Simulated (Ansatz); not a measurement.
**BN (h-BN type, space group P6_3/mmc), energy over volume and axial ratio**

BN (h-BN type, space group P6_3/mmc)

```xyz
4
Lattice="2.5058 0.0000 0.0000 -1.2529 2.1701 0.0000 0.0000 0.0000 6.6162" Properties=species:S:1:pos:R:3 pbc="T T T"
B      0.0000     1.4467     1.6541
B      1.2529     0.7234     4.9622
N      0.0000     1.4467     4.9622
N      1.2529     0.7234     1.6541
```

The relaxed cell is deformed in two ways at once: its volume V is scaled, and at that volume it is stretched along z (the c axis of the conventional cell) so that c/a changes. Fractional atomic positions are held.

The numbers are results of PBE-D3(BJ) (plane waves to 420 eV, PAW, scalar-relativistic; Ansatz, a quantum-chemistry and plane-wave program), not measurements. k mesh 15×15×5 (Γ-centred), Fermi-Dirac smearing 0.05 eV. Energies are smeared free energies. Stress and pressure are positive under compression. BN was relaxed with its symmetry unable to fall. The PAW data are Ansatz's earlier set. The zero of ΔE is the relaxed starting cell.

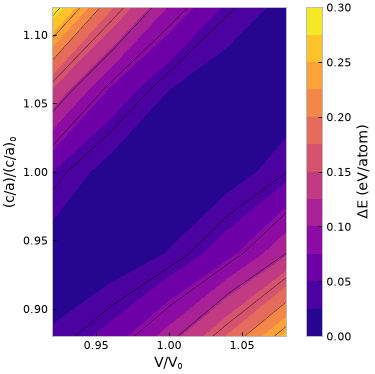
ΔE (eV/atom) over the 5×5 grid of computed points.

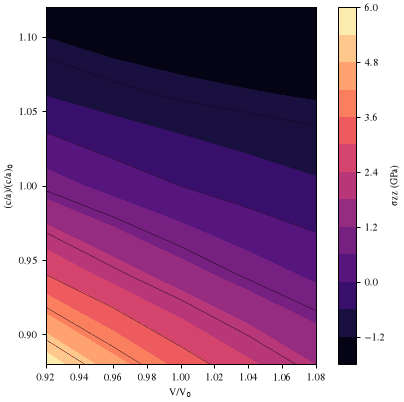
σzz (GPa) over the 5×5 grid of computed points.

The modulus against c/a change at fixed volume, (3/4V)·∂²E/∂(ln c/a)² (fit, atoms clamped) is 191 GPa. Highest place on the grid: V/V₀ = 0.920, (c/a)/(c/a)₀ = 1.120 (296.7 meV/atom). Lowest place on the grid: V/V₀ = 1.000, (c/a)/(c/a)₀ = 1.000 (0.0 meV/atom). Best c/a under compression: smaller than under expansion (fitted ratio 0.929 at V/V₀ = 0.92, 1.075 at 1.08).

Near the relaxed cell σzz − σxx = −2Cδ (compression positive), C being this modulus and δ the logarithm of the ratio.

(Under strain, the slope of the energy per volume gives the stress and its curvature an elastic modulus.)
